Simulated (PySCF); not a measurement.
## Electronic structure of C3H9BrSi3 in real space

```xyz
16

C    -1.0933    3.3446    0.8149
C    -0.8428    2.2197    0.4711
Si   -0.4721    0.4873   -0.0835
Si   -2.0878   -1.0355    0.5799
Br   -0.4549    0.7109   -2.3466
C     1.3350    0.1319    0.4027
Si    2.0868   -1.4910   -0.2554
H    -1.3079    4.3298    1.1165
H    -1.4640   -2.2603    1.0838
H    -2.9779   -1.3808   -0.5269
H    -2.8852   -0.4431    1.6549
H     1.3892    0.1289    1.4926
H     1.9598    0.9638    0.0720
H     1.2538   -2.6011    0.2217
H     2.1084   -1.4760   -1.7156
H     3.4452   -1.6202    0.2739
```

Geometry: GFN2-xTB.

The calculation used PySCF 2.14.0, CAM-B3LYP/def2-SVPD, SCF density, gas phase.

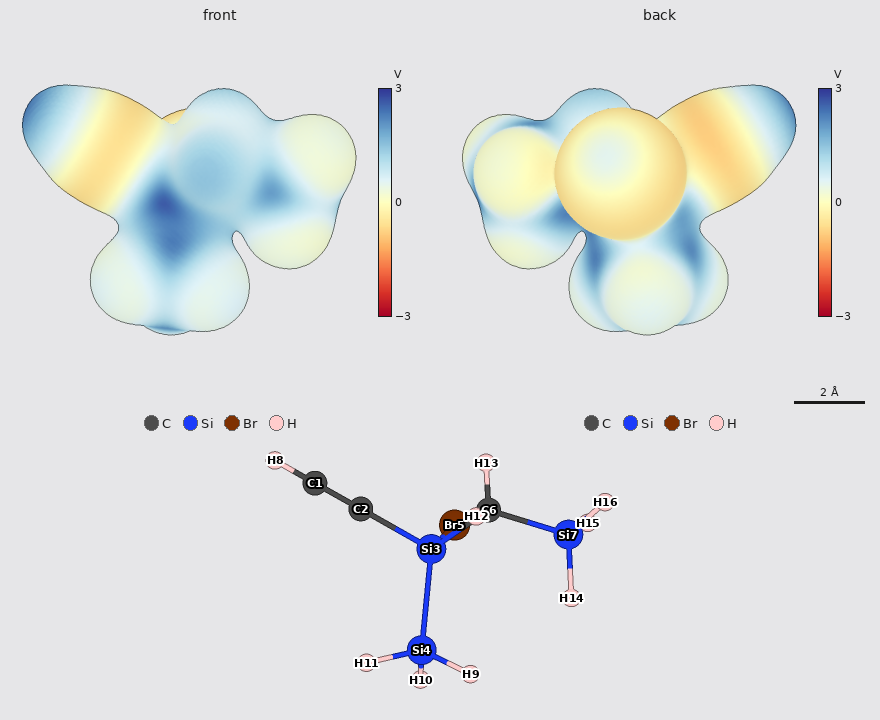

Figure 1. The molecular electrostatic potential painted on the density surface at 0.004 e/bohr³, seen from the front and from behind; the colour scale runs from red (negative) to blue (positive). The bare structure is drawn below in the same view.

**Describe the electrostatic potential map.**

The most negative region (about −0.8 V) lies over C1 and C2, the most positive (about +2.4 V) over Si3. Br5 shows a σ-hole: about +0.5 V at the tip opposite its bond, against about −0.5 V on its flanks.

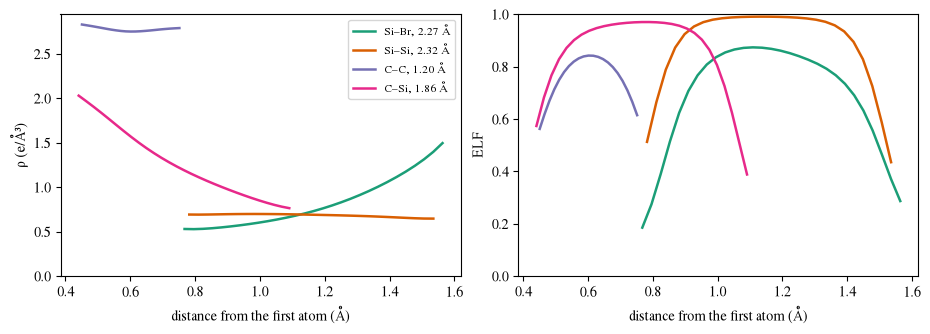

Figure 2. Total electron density and electron localisation function along straight lines between neighbouring atoms. The curves leave out the atomic cores.

**What kind of bonding do the profiles show?**

Si–Br (2.27 Å): ρ is about 0.7 e/Å³ halfway, with its minimum of 0.53 e/Å³ about 0.8 Å from Si; the ELF peaks at about 0.85 between the atoms, as expected for a shared but strongly polarised pair.
Si–Si (2.32 Å): ρ at the midpoint is about 0.69 e/Å³; the ELF peaks at about 1 between the atoms, as expected for localised, covalent bonding.
C–C (1.20 Å): the density is about 2.8 e/Å³ at the midpoint; the ELF peaks at about 0.85 between the atoms: a short, multiple covalent bond.
C–Si (1.86 Å): ρ at the midpoint is about 0.94 e/Å³; the ELF peaks at about 1 between the atoms (localised, covalent bonding).
